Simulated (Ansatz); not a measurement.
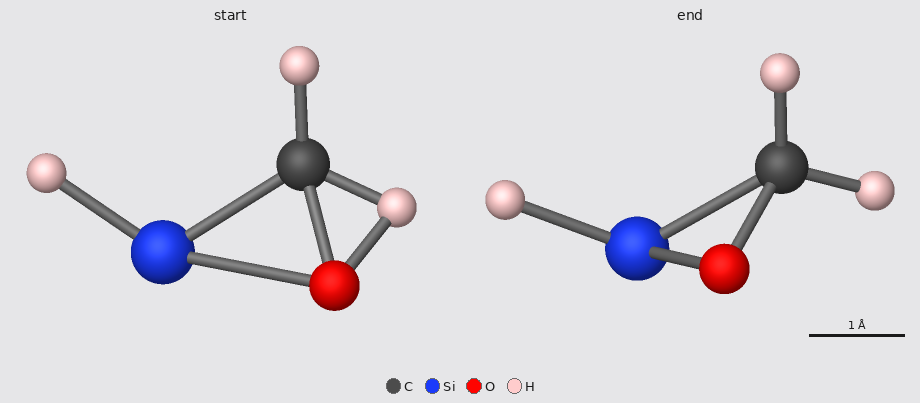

The structure of CH$_{3}$OSi (multiplicity 2) before (left) and after (right) a relaxation, at one scale.

The picture is a ball-and-stick view, seen at a tilt.

It is one of the separated reactants of a reaction.

Computed with UKS PBE-D4/def2-SVP in Ansatz.

Input
```yaml
crystal:
  periodic: [false, false, false]
  atoms:
    - {symbol: C, position_ang: [-0.489191, 0.398386, -0.709524]}
    - {symbol: Si, position_ang: [0.433887, -0.396233, 0.630377]}
    - {symbol: O, position_ang: [0.008246, -0.733612, -1.387196]}
    - {symbol: H, position_ang: [-1.020578, -0.181878, -1.456756]}
    - {symbol: H, position_ang: [-0.547041, 1.477684, -0.817516]}
    - {symbol: H, position_ang: [1.073569, 0.602834, 1.521791]}
basis:
  gaussian: {orbitals: def2-SVP}
magnetization: {spin_polarized: true, initial_magnetization: 1}
hamiltonian: {xc: pbe, dispersion: d4}
relax: {f_tol: 0.03, max_steps: 250}
```

Command:
```bash
ansatz run in.yaml --threads 2 --pin off --events-out ev --progress --plain --max-ram 4352MiB
```

**What changed between the two?**

The atom that moves furthest after the best rigid fit is O3 (0.81 Å). By element the largest moves are O 0.81 Å, H 0.50 Å, Si 0.22 Å, C 0.20 Å. Near-neighbour distances that change, for instance: O3–H4 1.169 → 2.173 Å, Si2–O3 2.089 → 1.725 Å, C1–Si2 1.811 → 1.866 Å, C1–O3 1.410 → 1.460 Å. Among the angles between lasting bonds that change: O3–C1–H4 54.0° → 114.9°, O3–Si2–H6 141.0° → 109.3°, O3–C1–H5 140.2° → 114.0°. Over 11 accepted moves (13 points after the start) the energy falls by 470.2 kJ/mol. The largest force component goes from 4.8 to 0.028 eV/Å. The line search rejected the trial steps at points 6, 10 of the run. Cost: 22 s on 2 threads of Arm Neoverse V1, on a shared host.
